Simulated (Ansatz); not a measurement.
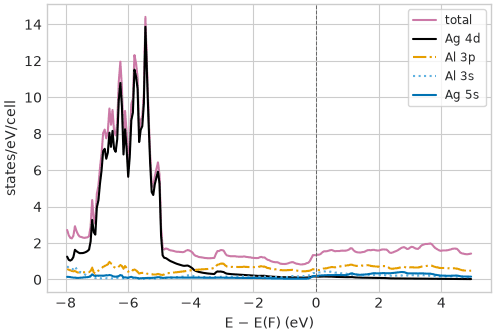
Figure. Total and projected density of states of AlAg in space group Cmcm (No. 63; Ag on 4c, Al on 4c), plane-wave PAW r²SCAN (Ansatz code)

Task: Which orbitals carry the states next to the Fermi level?

Result: Within 0.5 eV of the Fermi level: Al 3p 43 %, Al 3s 26 %, Ag 5s 13 %, Ag 4d 11 %, outside the projected shells 6 %. Projections are on Löwdin-orthogonalised atomic valence shells; empty p or d shells of many metals are not among them.

Task: Where is the tallest occupied peak in this window, and what makes it?

Result: Near -5.4 eV, about 14 states/eV per cell; the largest projected share is Ag 4d.

The start of the workflow was typed in or built on a structure type; neither database checked (COD, Materials Project) lists it. Whether it is the stable phase at ambient conditions was not checked. The cell was relaxed with r²SCAN under the symmetry of its start; whether a distortion lowers the energy is not shown. The run is not spin-polarised. Scalar-relativistic: spin–orbit coupling is off unless named, which matters more the heavier the elements.

Potentials: the earlier of the program's two PAW sets.
